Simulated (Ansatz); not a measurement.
The calculation's input:

```
crystal:
  periodic: [false, false, false]
  atoms:
    - {symbol: C, position_ang: [-0.125941, 1.186763, -0.841939]}
    - {symbol: O, position_ang: [-0.308920, 0.164441, 0.133788]}
    - {symbol: C, position_ang: [0.392101, 0.416095, 1.348653]}
    - {symbol: Al, position_ang: [-0.343923, -1.706272, -0.517285]}
    - {symbol: H, position_ang: [-0.717007, 0.903489, -1.710558]}
    - {symbol: H, position_ang: [-0.480855, 2.137305, -0.437700]}
    - {symbol: H, position_ang: [0.930150, 1.262688, -1.115715]}
    - {symbol: H, position_ang: [0.042879, 1.358290, 1.776703]}
    - {symbol: H, position_ang: [1.468550, 0.461787, 1.160934]}
    - {symbol: H, position_ang: [0.165359, -0.409166, 2.020662]}
    - {symbol: H, position_ang: [-1.404337, -1.526648, -1.700779]}
    - {symbol: H, position_ang: [-0.793801, -2.422266, 0.840057]}
    - {symbol: H, position_ang: [1.196143, -1.861306, -0.942220]}
basis:
  gaussian: {orbitals: def2-TZVPP}
hamiltonian: {xc: pbe0, dispersion: d4}
output: {orbitals: {seedname: orbitals}}
```

Run with:

```sh
ansatz run in.yaml --threads 4 --pin off --events-out ev --progress --plain --max-ram 10444MiB
```

Geometry: PBE0-D4/def2-TZVP.

All numbers below come from RKS PBE0-D4/def2-TZVPP in Ansatz 0.2.0.

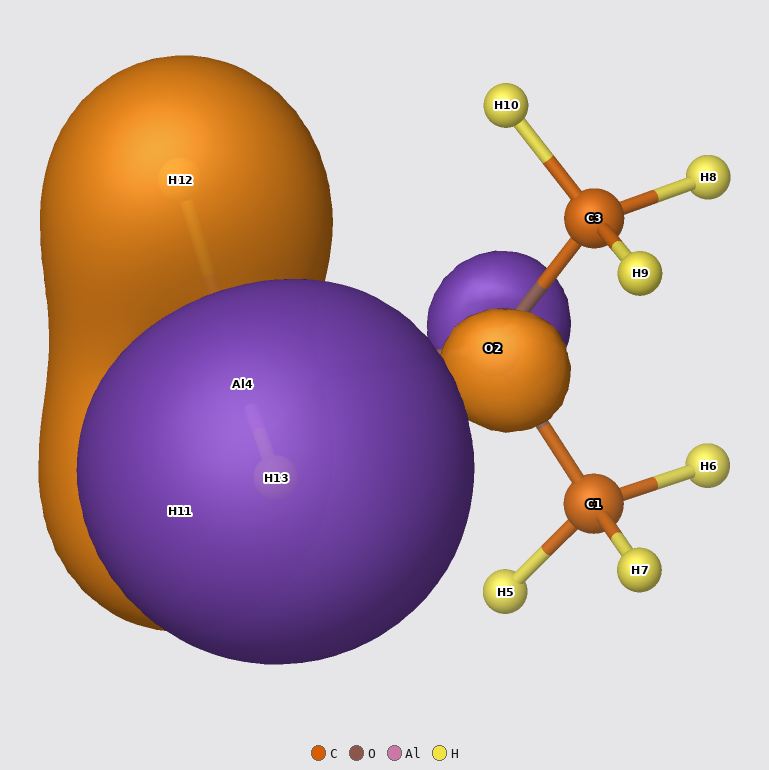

C2H9AlO (SMILES C[O+](C)[AlH3-]). The HOMO at ±0.08 Å⁻³ᐟ² (orange and purple are the two phases), seen at a tilt.

Q: What is the character of this orbital?

A: By Hirshfeld shares it lies mainly on H13 (about 40 %), Al4 (about 35 %), H11 (about 10 %) and H12 (about 10 %). Its energy is −7.39 eV.
